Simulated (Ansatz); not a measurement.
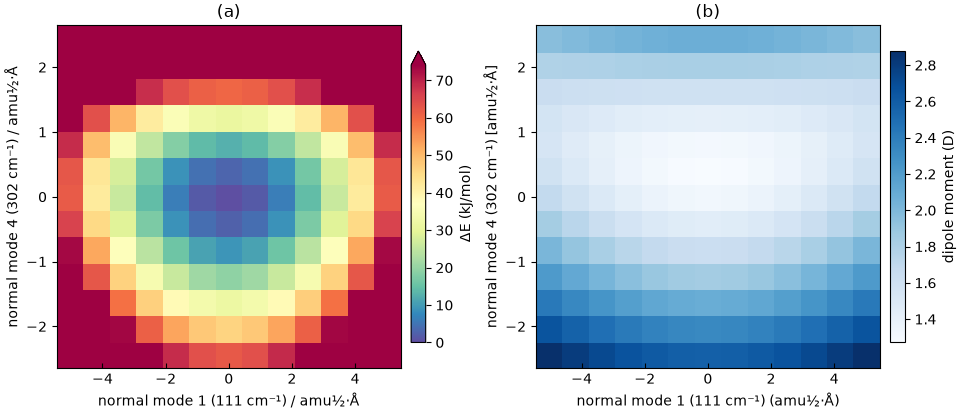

BrCl₂GeH, SMILES [Cl][GeH]([Cl])[Br]. 
- The first coordinate is: normal mode 1 (111 cm⁻¹); the second: normal mode 4 (302 cm⁻¹).
- Nothing is relaxed (straight displacements along the two mass-weighted modes).
- Grid: 13 × 13 points.
- Points are written as (first, second).
- All energies are given in kJ/mol relative to the lowest grid point.
- Theory: RKS PBE-D4/def2-SVP (Ansatz 0.2.0).

Panel (a) is the energy; panel (b) is the computed dipole moment, in D.

Drawn: one coloured cell a grid point, one colour for all values above the top of the scale.

How does the dipole moment vary over the map, and what is it at the lowest grid point?

Answer. Leaving out the highest fifth of the energies, it runs from 1.27 D at (0.00 amu½·Å, 0.41 amu½·Å) to 2.73 D at (3.35 amu½·Å, −2.44 amu½·Å). At the lowest grid point, (0.00 amu½·Å, 0.00 amu½·Å), it is 1.32 D.
